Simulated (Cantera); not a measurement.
A closed system holds: 1 mol FeS2, 0.89 mol SO3, 8.5 mol CO2, equilibrated at 0.920 bar.

Method: chemical equilibrium by Gibbs-energy minimisation in Cantera with the NASA 1993 tables (ideal gas, pure condensed phases). Candidate condensed phases: C, Fe, Fe(CO)5, FeO, FeS, FeSO4, FeS2, Fe2O3, Fe2(SO4)3, Fe3O4, S; 25 gas species. Metal and sulfide melt together well below either melting point, which pure phases cannot show. Mutual solubility and eutectic melting of coexisting phases are not modelled. The tables' stoichiometric FeO is somewhat more stable than real wüstite, so its field is too wide. FeO, FeS: taken at fixed stoichiometry. Gases not in the tables: S3 to S7. Kinetics and transport are ignored.

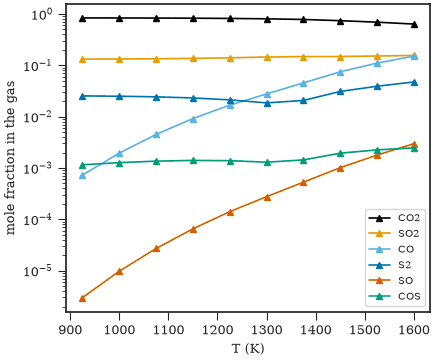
Figure. Equilibrium gas composition (values under 1e-9 drawn at 1e-9)

Read off the mole fractions at 1450 K.

CO2 about 0.74, SO2 about 0.15, CO about 0.075, S2 about 0.031, COS about 0.0019, SO about 0.0010.
